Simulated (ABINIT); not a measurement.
# BaTiO3 (P4mm): changed settings of a GW run in ABINIT

Aim: change inputs of a GW run on BaTiO3 (P4mm) and see what moves.

Main program and level: ABINIT 10.8.3; LDA and many-body steps on it, plane waves.

The database entry behind the starting cell differs from later determinations by our own check (c/a about 0.6 % short), so it need not match the best structure at ambient conditions.

## (1) Set-up

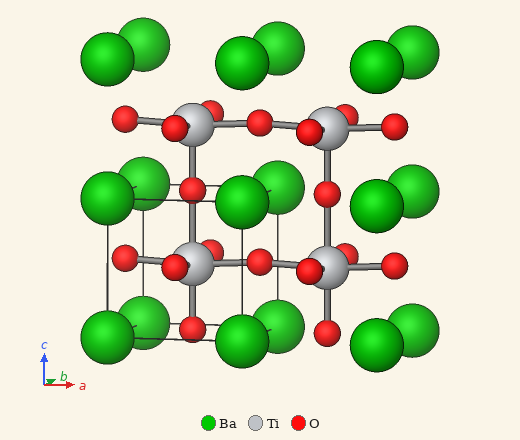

Start, viewed slightly off an axis; barium green, titanium light grey, oxygen red. 2×1×2 cells are drawn. Some periodic images of atoms are drawn too.

The cell and positions come from the Crystallography Open Database and are kept as given unless a step says otherwise. Spin-orbit coupling is left out unless a step names it.

## (2) Screening, 4×4×4 mesh, 109 bands, screening to 152.4 eV

This step: ABINIT 10.8.3; RPA screening on LDA, plane waves, norm-conserving pseudopotentials.

The RPA dielectric matrix is built and inverted for each q.

Input file run.abi:

```
acell 3*1.0 Angstrom
rprim 
  3.999800000000 0.000000000000 0.000000000000
  0.000000000000 3.999800000000 0.000000000000
  0.000000000000 0.000000000000 4.018000000000
ntypat 3
znucl 56 22 8
natom 5
typat 1 2 3 3 3
xred 
  0.000000000000 0.000000000000 0.000000000000
  0.500000000000 0.500000000000 0.490000000000
  0.500000000000 0.500000000000 0.019000000000
  0.500000000000 0.000000000000 0.517000000000
  0.000000000000 0.500000000000 0.517000000000
pp_dirpath "pseudos"
pseudos "Ba.upf, Ti.upf, O.upf"
ecut 38
ngkpt 4 4 4
nshiftk 1
shiftk 0 0 0
kptopt 1
chksymbreak 0
istwfk *1
occopt 1
irdwfk 1
optdriver 3
nband 109
ecuteps 5.6
inclvkb 2
awtr 1
symchi 1
indata_prefix "in"
outdata_prefix "out"
tmpdata_prefix "tmp"
```

On the command line:

```console
$ OMP_NUM_THREADS=1 mpirun -n 8 abinit run.abi > log
```

Output:

```text
.Version 10.8.3 of ABINIT. v10.8.2 released Aug 2026.

 Symmetries : space group P4 m m (# 99); Bravais tP (primitive tetrag.)
[... echo of the input left out ...]
== DATASET  1 ==================================================================
-   mpi_nproc: 8, omp_nthreads: 1 (-1 if OMP is not activated)

--- !DatasetInfo
iteration_state: {dtset: 1, }
dimensions: {natom: 5, nkpt: 18, mband: 109, nsppol: 1, nspinor: 1, nspden: 1, mpw: 4929, }
cutoff_energies: {ecut:  38.0, pawecutdg:  -1.0, }
electrons: {nelect:   4.00000000E+01, charge:   0.00000000E+00, occopt:   1.00000000E+00, tsmear:   1.00000000E-02, }

 SCREENING: Calculation of the susceptibility and dielectric matrices

 Based on a program developped by R.W. Godby, V. Olevano, G. Onida, and L. Reining.
 Incorporated in ABINIT by V. Olevano, G.-M. Rignanese, and M. Torrent.
.Using double precision arithmetic ; gwpc =  8

[... cell and pseudopotentials left out ...]
--------------------------------------------------------------------------------

 ==== K-mesh for the wavefunctions ====
 Number of points in the irreducible wedge :    18
[... list of points left out ...]
 Together with  8 symmetry operations and time-reversal symmetry
 yields    64 points in the full Brillouin Zone.

 ==== Q-mesh for the screening function ====
 Number of points in the irreducible wedge :    18
[... list of points left out ...]
 Together with  8 symmetry operations and time-reversal symmetry
 yields    64 points in the full Brillouin Zone.

 setmesh: FFT mesh size selected  =    30x   30x   30
          total number of points  =        27000

 vcoul_init : cutoff-mode = AUXILIARY_FUNCTION
 q-points for optical limit:   1
     1)      0.000010    0.000020    0.000030

- screening: taking advantage of time-reversal symmetry
- Maximum band index for partially occupied states nbvw = 20
- Remaining bands to be divided among processors   nbcw = 89
- Number of bands treated by each node ~11

 Number of electrons calculated from density =   40.0000; Expected =   40.0000
 average of density, n =  0.092210
 r_s =    1.3731
 omega_plasma =   29.2917 [eV]

 calculating chi0 at frequencies [eV] :
  1    0.000000E+00    0.000000E+00
  2    0.000000E+00    2.929166E+01

--------------------------------------------------------------------------------
  q-point number  1        q = ( 0.000000, 0.000000, 0.000000) [r.l.u.]
--------------------------------------------------------------------------------
[... chi0 elements left out ...]
 For q-point:  0.000010 0.000020 0.000030
  dielectric constant =   6.3587
  dielectric constant without local fields =   6.9273

  Average fulfillment of the sum rule on Im[epsilon] for q-point    1 :     60.89  [%]
[... wings left out ...]
  q-point number  2        q = ( 0.250000, 0.000000, 0.000000) [r.l.u.]
--------------------------------------------------------------------------------
[... chi0 elements left out ...]
  Average fulfillment of the sum rule on Im[epsilon] for q-point    2 :     73.84  [%]

 [... 16 further q-points ...]
```

Run time: 76 s. Hardware: 8 MPI ranks of Arm Neoverse V2, shared host; peak memory 3 GiB; 10 min of CPU time.

Numbers from this step:

- ε∞ with local fields, on this mesh, along the program's q direction: 6.359
- the same without local fields: 6.927
- plasma frequency: 29.29 eV
- plane waves in the screening matrix: 257

Local fields lower ε∞ by 8 %. On a Γ-centred mesh this coarse the value itself is usually too large, while a short band sum pulls it down.

## (3) Base

The self-energy is evaluated for the states that the input lists, and the levels follow from it, in one-shot runs by the linearised quasiparticle equation.

This step: G0W0 on LDA, plane waves, norm-conserving pseudopotentials.

run.abi: that of step 2 with these lines changed.

```diff
@@ -26,8 +26,17 @@
 irdwfk 1
-optdriver 3
+optdriver 4
 nband 109
+gwcalctyp 0
+ecutsigx 38
+symsigma 1
+nkptgw 2
+kptgw 
+  0.5000000000 0.5000000000 0.5000000000
+  0.0000000000 0.0000000000 0.0000000000
+bdgw 
+  18 23
+  19 23
 ecuteps 5.6
-inclvkb 2
-awtr 1
-symchi 1
+irdscr 1
+ppmodel 1
 indata_prefix "in"
```

Output:

```text
.Version 10.8.3 of ABINIT. v10.8.2 released Aug 2026.

 Symmetries : space group P4 m m (# 99); Bravais tP (primitive tetrag.)
[... echo of the input left out ...]
== DATASET  1 ==================================================================
-   mpi_nproc: 8, omp_nthreads: 1 (-1 if OMP is not activated)

--- !DatasetInfo
iteration_state: {dtset: 1, }
dimensions: {natom: 5, nkpt: 18, mband: 109, nsppol: 1, nspinor: 1, nspden: 1, mpw: 4929, }
cutoff_energies: {ecut:  38.0, pawecutdg:  -1.0, }
electrons: {nelect:   4.00000000E+01, charge:   0.00000000E+00, occopt:   1.00000000E+00, tsmear:   1.00000000E-02, }

 SIGMA: Calculation of the GW corrections

 Based on a program developped by R.W. Godby, V. Olevano, G. Onida, and L. Reining.
 Incorporated in ABINIT by V. Olevano, G.-M. Rignanese, and M. Torrent.
.Using double precision arithmetic ; gwpc =  8

[... cell and pseudopotentials left out ...]
--------------------------------------------------------------------------------

 ==== K-mesh for the wavefunctions ====
 Number of points in the irreducible wedge :    18
[... list of points left out ...]
 Together with  8 symmetry operations and time-reversal symmetry
 yields    64 points in the full Brillouin Zone.

 ==== Q-mesh for screening function ====
 Number of points in the irreducible wedge :    18
[... list of points left out ...]
 Together with  8 symmetry operations and time-reversal symmetry
 yields    64 points in the full Brillouin Zone.

 vcoul_init : cutoff-mode = AUXILIARY_FUNCTION
 q-points for optical limit:   1
     1)      0.000010    0.000020    0.000030
 setmesh: FFT mesh size selected  =    45x   45x   45
          total number of points  =        91125

 Number of electrons calculated from density =   40.0000; Expected =   40.0000
 average of density, n =  0.092210
 r_s =    1.3731
 omega_plasma =   29.2917 [eV]

 === KS Band Gaps ===
  >>>> For spin  1
   Minimum direct gap =   2.0230 [eV], located at k-point      :   0.0000  0.0000  0.0000
   Fundamental gap    =   1.7422 [eV], Top of valence bands at :   0.5000  0.5000  0.5000
                                       Bottom of conduction at :   0.0000  0.0000  0.0000
 SIGMA fundamental parameters:
 PLASMON POLE MODEL  1
 number of plane-waves for SigmaX                 4929
 number of plane-waves for SigmaC and W            257
 number of plane-waves for wavefunctions          4929
 number of bands                                   109
 number of independent spin polarizations            1
 number of spinorial components                      1
 number of k-points in IBZ                          18
 number of q-points in IBZ                          18
 number of symmetry operations                       8
 number of k-points in BZ                           64
 number of q-points in BZ                           64
 number of frequencies for dSigma/dE                 9
 frequency step for dSigma/dE [eV]                0.25
 number of omega for Sigma on real axis              0
 max omega for Sigma on real axis  [eV]           0.00
 zcut for avoiding poles [eV]                     0.10

 EPSILON^-1 parameters (SCR file):
 dimension of the eps^-1 matrix on file            257
 dimension of the eps^-1 matrix used               257
 number of plane-waves for wavefunctions          4929
 number of bands                                   109
 number of q-points in IBZ                          18
 number of frequencies                               2
 number of real frequencies                          1
 number of imag frequencies                          1

 matrix elements of self-energy operator (all in [eV])

 Perturbative Calculation

--- !SelfEnergy_ee
iteration_state: {dtset: 1, }
kpoint     : [   0.500,    0.500,    0.500, ]
spin       : 1
KS_gap     :    4.199
QP_gap     :    5.984
Delta_QP_KS:    1.785
data: !SigmaeeData |
     Band     E0 <VxcDFT>   SigX SigC(E0)      Z dSigC/dE  Sig(E)    E-E0       E
       18   6.194 -19.723 -24.888   5.111   0.761  -0.313 -19.764  -0.041   6.153
       19   6.194 -19.723 -24.888   5.111   0.761  -0.313 -19.764  -0.041   6.153
       20   6.277 -19.742 -24.920   5.143   0.760  -0.315 -19.769  -0.027   6.250
       21  10.477 -21.652 -13.147  -6.110   0.734  -0.363 -19.894   1.758  12.234
       22  10.477 -21.651 -13.147  -6.110   0.734  -0.363 -19.894   1.758  12.234
       23  10.477 -21.651 -13.147  -6.110   0.734  -0.363 -19.894   1.758  12.234

--- !SelfEnergy_ee
iteration_state: {dtset: 1, }
kpoint     : [   0.000,    0.000,    0.000, ]
spin       : 1
KS_gap     :    2.023
QP_gap     :    3.672
Delta_QP_KS:    1.649
data: !SigmaeeData |
     Band     E0 <VxcDFT>   SigX SigC(E0)      Z dSigC/dE  Sig(E)    E-E0       E
       19   5.996 -19.835 -24.485   4.611   0.767  -0.304 -19.865  -0.030   5.967
       20   5.996 -19.835 -24.485   4.611   0.767  -0.304 -19.865  -0.030   5.967
       21   8.019 -18.773 -11.360  -5.334   0.779  -0.284 -17.154   1.619   9.639
       22   8.239 -18.944 -11.874  -5.006   0.778  -0.286 -17.339   1.604   9.843
       23   8.239 -18.944 -11.874  -5.006   0.778  -0.286 -17.339   1.604   9.843

== END DATASET(S) ==============================================================
================================================================================

 -outvars: echo values of variables after computation  --------
           etotal      0.0000000000E+00
            nband         109
             nkpt          18
          spgroup          99
 [... the other variables as echoed above ...]

 Calculation completed.
```

Elapsed: 11 s, on 8 MPI ranks; peak memory 2.2 GiB; 87 s of CPU time.

Numbers from this step:

```yaml
g0w0_gap_on_the_points_computed: 3.389 eV
starting_gap_on_the_mesh: 1.742 eV
k_of_the_valence_top: 0.5, 0.5, 0.5
k_of_the_conduction_bottom: 0, 0, 0
z_at_the_valence_top: 0.76
z_at_the_conduction_bottom: 0.779
least_direct_g0w0_gap_on_the_computed_points: 3.672 eV
```

The gap on the mesh goes from 1.74 eV to 3.39 eV, a correction of +1.65 eV.

## (4) Coulomb singularity

run.abi: that of step 3 with these lines changed.

```diff
@@ -41,2 +41,3 @@
 ppmodel 1
+gw_icutcoul 7
 indata_prefix "in"
```

Output:

```text
.Version 10.8.3 of ABINIT. v10.8.2 released Aug 2026.

 Symmetries : space group P4 m m (# 99); Bravais tP (primitive tetrag.)
[... echo of the input left out ...]
== DATASET  1 ==================================================================
-   mpi_nproc: 8, omp_nthreads: 1 (-1 if OMP is not activated)

--- !DatasetInfo
iteration_state: {dtset: 1, }
dimensions: {natom: 5, nkpt: 18, mband: 109, nsppol: 1, nspinor: 1, nspden: 1, mpw: 4929, }
cutoff_energies: {ecut:  38.0, pawecutdg:  -1.0, }
electrons: {nelect:   4.00000000E+01, charge:   0.00000000E+00, occopt:   1.00000000E+00, tsmear:   1.00000000E-02, }

 SIGMA: Calculation of the GW corrections

 Based on a program developped by R.W. Godby, V. Olevano, G. Onida, and L. Reining.
 Incorporated in ABINIT by V. Olevano, G.-M. Rignanese, and M. Torrent.
.Using double precision arithmetic ; gwpc =  8

[... cell and pseudopotentials left out ...]
--------------------------------------------------------------------------------

 ==== K-mesh for the wavefunctions ====
 Number of points in the irreducible wedge :    18
[... list of points left out ...]
 Together with  8 symmetry operations and time-reversal symmetry
 yields    64 points in the full Brillouin Zone.

 ==== Q-mesh for screening function ====
 Number of points in the irreducible wedge :    18
[... list of points left out ...]
 Together with  8 symmetry operations and time-reversal symmetry
 yields    64 points in the full Brillouin Zone.

 vcoul_init : cutoff-mode = AUX_GB
 q-points for optical limit:   1
     1)      0.000010    0.000020    0.000030
 setmesh: FFT mesh size selected  =    45x   45x   45
          total number of points  =        91125

 Number of electrons calculated from density =   40.0000; Expected =   40.0000
[...]
number of omega for Sigma on real axis              0
 max omega for Sigma on real axis  [eV]           0.00
 zcut for avoiding poles [eV]                     0.10

 EPSILON^-1 parameters (SCR file):
 dimension of the eps^-1 matrix on file            257
 dimension of the eps^-1 matrix used               257
 number of plane-waves for wavefunctions          4929
 number of bands                                   109
 number of q-points in IBZ                          18
 number of frequencies                               2
 number of real frequencies                          1
 number of imag frequencies                          1

 matrix elements of self-energy operator (all in [eV])

 Perturbative Calculation

--- !SelfEnergy_ee
iteration_state: {dtset: 1, }
kpoint     : [   0.500,    0.500,    0.500, ]
spin       : 1
KS_gap     :    4.199
QP_gap     :    5.986
Delta_QP_KS:    1.786
data: !SigmaeeData |
     Band     E0 <VxcDFT>   SigX SigC(E0)      Z dSigC/dE  Sig(E)    E-E0       E
       18   6.194 -19.723 -24.901   5.117   0.761  -0.314 -19.770  -0.047   6.147
       19   6.194 -19.723 -24.901   5.117   0.761  -0.314 -19.770  -0.047   6.147
       20   6.277 -19.742 -24.934   5.148   0.760  -0.316 -19.775  -0.033   6.244
[...]
--- !SelfEnergy_ee
iteration_state: {dtset: 1, }
kpoint     : [   0.000,    0.000,    0.000, ]
spin       : 1
KS_gap     :    2.023
QP_gap     :    3.673
Delta_QP_KS:    1.650
data: !SigmaeeData |
     Band     E0 <VxcDFT>   SigX SigC(E0)      Z dSigC/dE  Sig(E)    E-E0       E
[...]
22   8.239 -18.944 -11.874  -5.012   0.777  -0.286 -17.344   1.600   9.838
       23   8.239 -18.944 -11.874  -5.012   0.777  -0.286 -17.344   1.600   9.838

== END DATASET(S) ==============================================================
================================================================================

 -outvars: echo values of variables after computation  --------
           etotal      0.0000000000E+00
            nband         109
             nkpt          18
          spgroup          99
 [... the other variables as echoed above ...]

 Calculation completed.
```

Wall time 11 s (8 MPI ranks); peak memory 2.2 GiB.

This step gave:

```
G0W0 gap on the points computed              : 3.390 eV
starting gap on the mesh                     : 1.742 eV
k of the valence top                         : 0.5, 0.5, 0.5
k of the conduction bottom                   : 0, 0, 0
Z at the valence top                         : 0.76
Z at the conduction bottom                   : 0.779
least direct G0W0 gap on the computed points : 3.673 eV
```

Against G0W0 in ABINIT (4×4×4 mesh, 109 bands, screening to 152.4 eV, Godby-Needs plasmon pole), the gap moves by +0.001 eV.

## (5) Side by side

Times are wall times on 8 MPI ranks of Arm Neoverse V2, shared host, good to a factor of about two. A run's time includes the screening step that it read.

```csv
run,mesh,bands,screening cutoff (eV),DFT gap (eV),gap on the mesh (eV),direct (eV),ε∞ used,time
base,4×4×4,109,152.4,1.742,3.389,3.672,6.36,87 s
Coulomb singularity,4×4×4,109,152.4,1.742,3.390,3.673,6.36,87 s
```

## (6) Outcome

```
base                : 3.389 eV
Coulomb singularity : 3.390 eV
known limits        : not at the basis limit; no spin-orbit coupling; coarse k mesh
```

**Reading.** Coulomb singularity: +0.001 eV against base (keys changed: gw_icutcoul). Bands and cutoff are finite, so the gap is not at the basis limit. The miss can reach some tenths of an eV and take either sign; the mesh is an error of its own. In the G0W0 runs levels were corrected at 2 k points alone, so a gap called «on the mesh» is the least over those, and an edge elsewhere would be missed. The 4×4×4 mesh is coarse for this cell, which bears on the long-range parts of exchange and screening. The many-body steps are scalar-relativistic: spin-orbit coupling is not in them.

[Paths, hosts, dates, memory and timing lines, banners, echoed tables and standing remarks are left out of the program output.]

[Logs are printed without paths, hosts, clocks, repeated set-up lines and the standing remarks that a program may print on its own settings, such as how far it seeks lower states.]

[Runs of the session that timed out or met a known fault of the program may be left out.]

[Hosts, paths, dates, database ids (printed as entryN), source tags and the programs' standing remarks are cut or masked in the printed files.]

[G0W0 gaps are taken among the corrected bands and points alone; a level outside them can change the order at an edge.]

[Where Ansatz stands beside ABINIT at settings called matched, ABINIT's density can come from a denser mesh and the files from another edition; pairs whose starting gaps differed by over 0.03 eV were left out, so agreement reads better than it is.]
